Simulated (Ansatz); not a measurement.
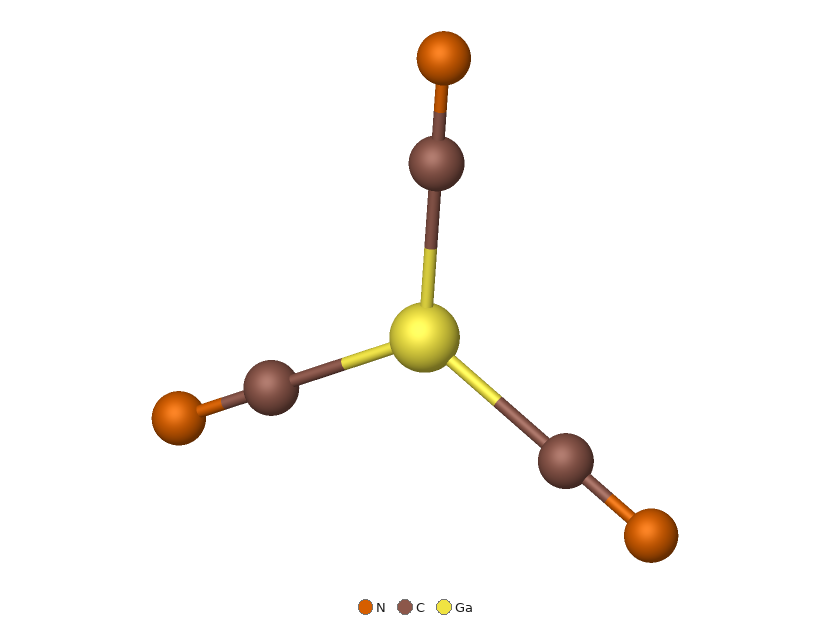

Every bond is drawn as one stick, whatever its order.

Computed geometry: PBE0-D4/def2-TZVP optimisation.

Question: Give the formula.

Answer: C3GaN3, 7 atoms: 3 carbon, 1 gallium and 3 nitrogen.

Question: Count the bonded pairs by element.

Answer: 3 C–N, 3 C–Ga.

Question: How many sets of symmetry-equivalent atoms are there?

Answer: 3: 3 N, 3 C, 1 Ga.

Question: Write the SMILES.

Answer: N#[C][Ga]([C]#N)[C]#N

The parts below concern this one geometry. Atoms keep their numbers from picture to picture.

Shape

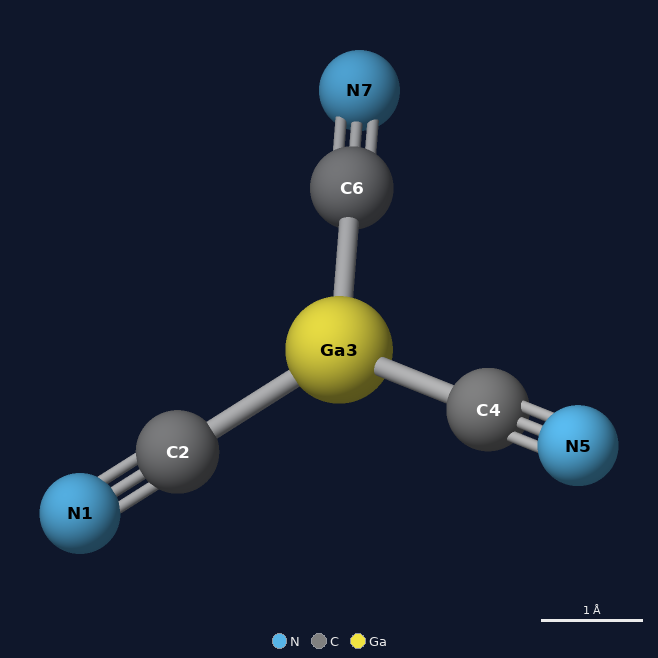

Numbered structure.

Question: Describe the coordination of atom 3.

Answer: Ga3 has 3 neighbours (C2 at 1.91, C4 at 1.91, C6 at 1.91 Å); the arrangement is trigonal planar.

Question: What is the geometry at C2?

Answer: C2 has 2 neighbours (N1 at 1.15, Ga3 at 1.91 Å); the arrangement is linear.

Electronic properties

Level of theory: RKS B97M-V/def2-TZVPP (Ansatz 0.2.0).

Question: What is the HOMO energy (Kohn–Sham orbital)?

Answer: −9.67 eV.

Question: What is the HOMO–LUMO gap?

Answer: 4.85 eV.

Charges

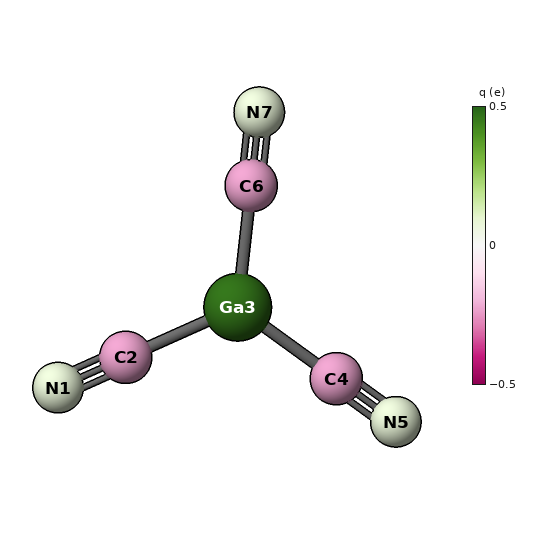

Atoms are coloured by their Mulliken charges. Method: RKS PBE-D4/def2-TZVPP (Ansatz 0.2.0).

List the Mulliken charges.

```
atom  value (e)
  N1       0.07
  C2      −0.23
 Ga3       0.46
  C4      −0.23
  N5       0.07
  C6      −0.23
  N7       0.07
```

Thermal motion

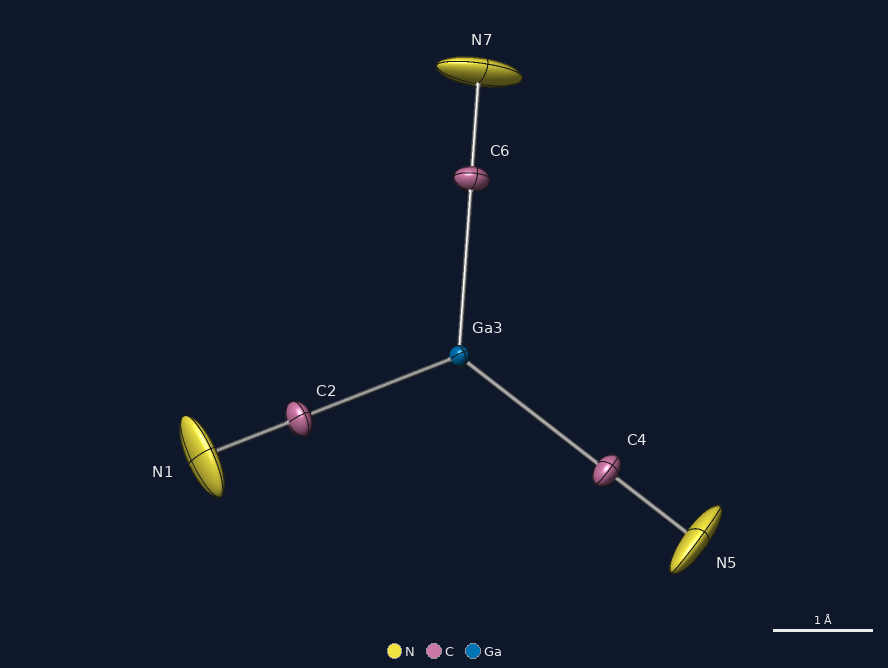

Displacement ellipsoids at the 50 % level, from the internal vibrations of the free molecule (harmonic, no overall translation or rotation; no half-axis is drawn under 0.075 Å). Vibrations computed with RKS PBE0-D4/def2-TZVP (Ansatz 0.2.0). Temperature: 600 K.

Question: Which atom moves most?

Answer: N1, N5, N7, with U_eq = 0.0425 Å².

List U_eq and the three principal root-mean-square amplitudes for each kind of atom.

| atom | U_eq (Å²) | rms amplitudes (Å) |
| --- | --- | --- |
| N1, N5, N7 | 0.0425 | 0.082, 0.183, 0.295 |
| C2, C4, C6 | 0.0122 | 0.080, 0.122, 0.124 |
| Ga3 | 0.0068 | 0.070, 0.070, 0.102 |

Mulliken values depend strongly on the basis set and can even reverse the polarity of a bond.
